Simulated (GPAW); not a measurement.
# MoS2 (P6_3/mmc): refractive index against wavelength

The refractive index of MoS2 (P6_3/mmc) along x below the direct gap (1.64 eV on the mesh) is read from one computed spectrum, n = √(Re ε). x, y and z are the Cartesian axes of the input cell.

Cell: a, b, c = 3.169, 3.169, 12.324 Å (primitive vectors), 6 atoms.

Method: GPAW 26.7.0, PBE, RPA, k-mesh 12×12×6, local fields up to 50 eV, Lorentzian half width 0.15 eV.

Launch of the response step: `OMP_NUM_THREADS=1 python df.py`. The run took 6.7 min, its band step included, on 1 thread of Arm Neoverse V2 (shared host).

```
wavelength (nm)  photon energy E (eV)       n
           3000                 0.413  3.7292
           2000                 0.620  3.7654
           1550                 0.800  3.8116
           1310                 0.946  3.8614
           1064                 1.165       ?
```

In the single-oscillator model n² − 1 = E₀E_d/(E₀² − E²), so 1/(n² − 1) = E₀/E_d − E²/(E₀E_d) is linear in E².

Working, on the rows shown:

| x = E² (eV²) | y = 1/(n² − 1) |
| --- | --- |
| 0.170801 | 0.0774777 |
| 0.384302 | 0.0758827 |
| 0.639837 | 0.0739191 |
| 0.895757 | 0.0718886 |

Means: x̄ = 0.52267, ȳ = 0.074792. Σ(x − x̄)(y − ȳ) = -0.002281, Σ(x − x̄)² = 0.2959. Slope = -0.002281 / 0.2959 = -0.007711; intercept = ȳ − slope · x̄ = 0.078822. Turned back into n, the line misses the rows shown by at most 0.00073.

**Question.** Predict the last column of the withheld row from the fit.

**Answer.** At x = 1.3578 the line gives y = 0.068352, that is 3.9535. The run gave 3.9627, so the extrapolation is off by 0.0092, 4 % of the range in the table.

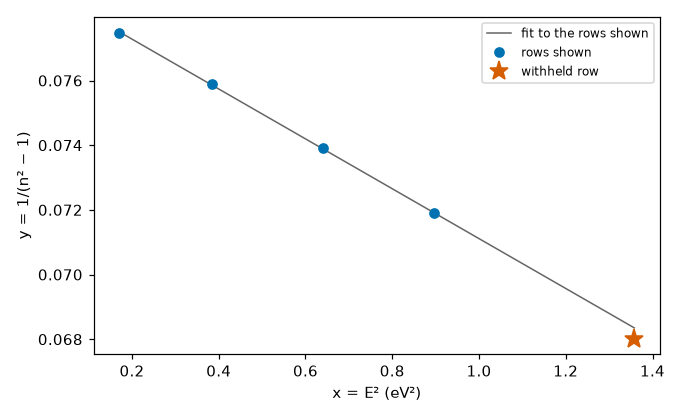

Refitted with all rows, the slope is -0.007976 and the intercept 0.078937. These give E₀ = √(intercept/−slope) = 3.15 eV and E_d = E₀/intercept = 39.9 eV; E₀ is 1.9 times the direct gap. The electronic limit at long wavelengths, without lattice vibrations, is n = √(1 + 1/intercept) = 3.697. The cell comes from an older database entry, whose edges can be off by a per cent or so. Excitons are left out; PBE gaps are as a rule too small. The values come from a sum over the points of one k-mesh and carry its error, which grows as the direct gap shrinks. This version of GPAW has incomplete matrix elements in the optical limit, which can lower ε − 1 by up to a tenth where first-row anions or d states rule. Spin-orbit coupling is left out.

[Logs are printed without paths, hosts, clocks, repeated set-up lines and the standing remarks that a program may print on its own settings, such as how far it seeks lower states.]
